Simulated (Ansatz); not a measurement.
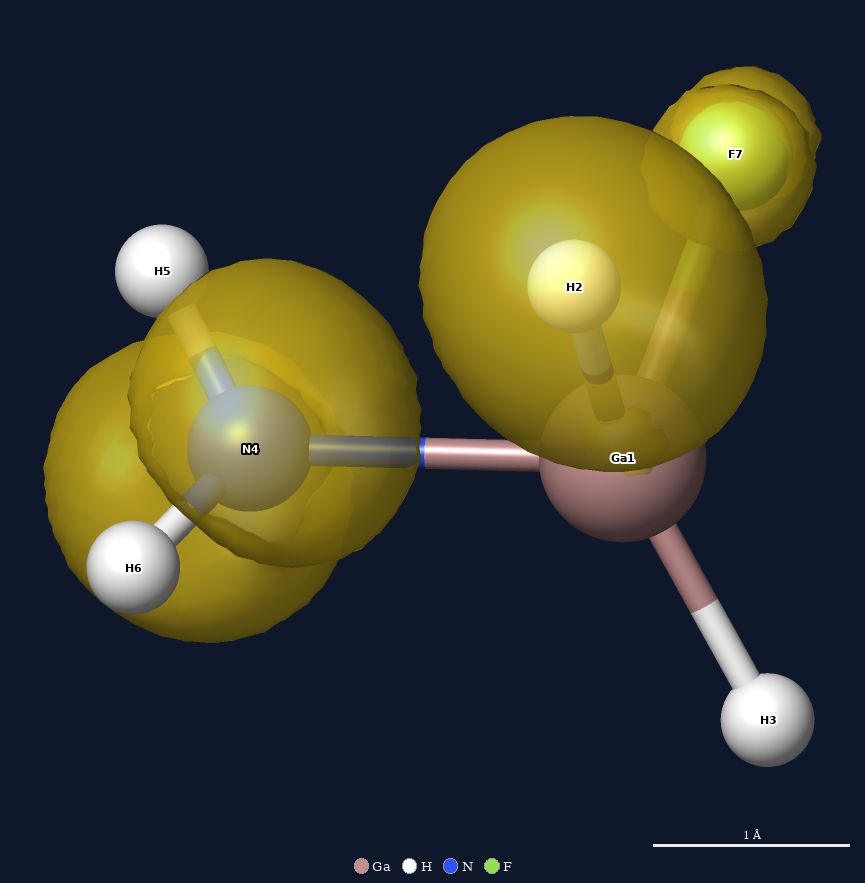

The picture shows: FGaH4N (doublet). Isosurfaces of the spin density at +0.03 (yellow) and −0.03 e/Å³ (cyan), seen across its widest extent.

Not at a stationary point (largest force 1.4 eV/Å).

Level of theory: UKS PBE0/def2-SVP in Ansatz 0.2.0.

```xyz
7

Ga    0.1232    0.1874    0.3718
H    -0.2268   -1.3204    0.7228
H     1.3770    0.8243   -0.2727
N    -1.5316    0.1833   -0.6074
H    -2.3983    0.0011   -0.0971
H    -1.5831   -0.2413   -1.5336
F    -0.3328    0.3656    2.0661
```

**Describe the spin distribution.**

The unpaired spin (1 electron) lies mostly on N4 (about 0.5), H2 (about 0.3) and Ga1 (about 0.1), in electrons by Hirshfeld's partition.
